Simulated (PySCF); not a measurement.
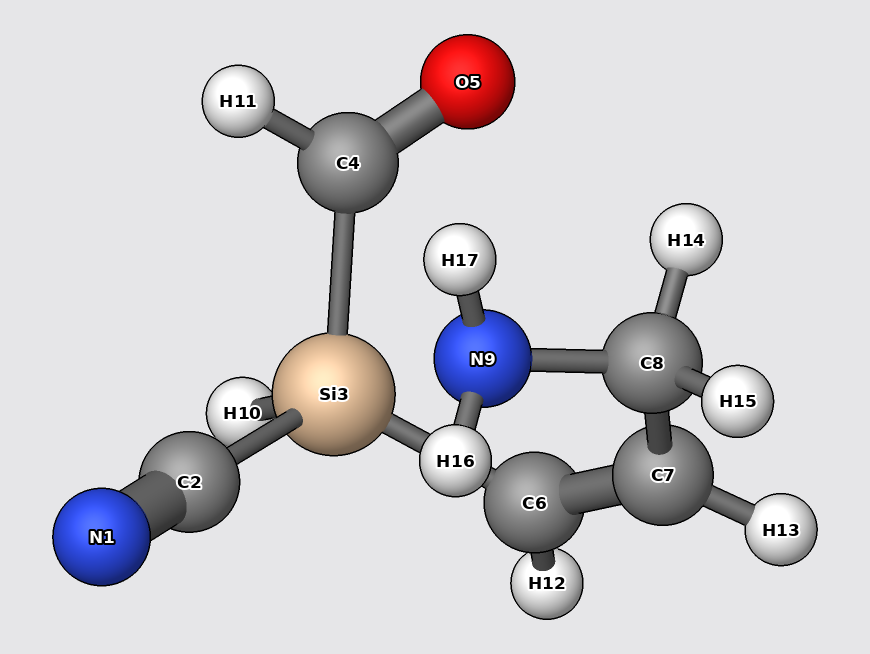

The thickness of each stick grows with its Mayer bond order. The computed structure is the end point of a GFN2-xTB optimisation. No frequency run is at hand to confirm it as a minimum. Computed with PBE0/pcSseg-1 (PySCF 2.14.0).

List the Mayer bond orders of N1–C2, C2–Si3, Si3–C4, Si3–C6, C4–O5, C6–C7, C7–C8, C8–N9 (bonds between heavy atoms, one of each equivalent set).

| bond | Mayer order | length (Å) |
| --- | --- | --- |
| N1–C2 | 2.93 | 1.146 |
| C2–Si3 | 0.79 | 1.869 |
| Si3–C4 | 0.82 | 1.919 |
| Si3–C6 | 0.90 | 1.880 |
| C4–O5 | 1.92 | 1.205 |
| C6–C7 | 1.93 | 1.325 |
| C7–C8 | 1.04 | 1.500 |
| C8–N9 | 0.98 | 1.456 |

The geometry is semi-empirical. Around Si such bond lengths and angles can be off by a tenth of an ångström or more and by several degrees, and values that hang on the shape move with them.
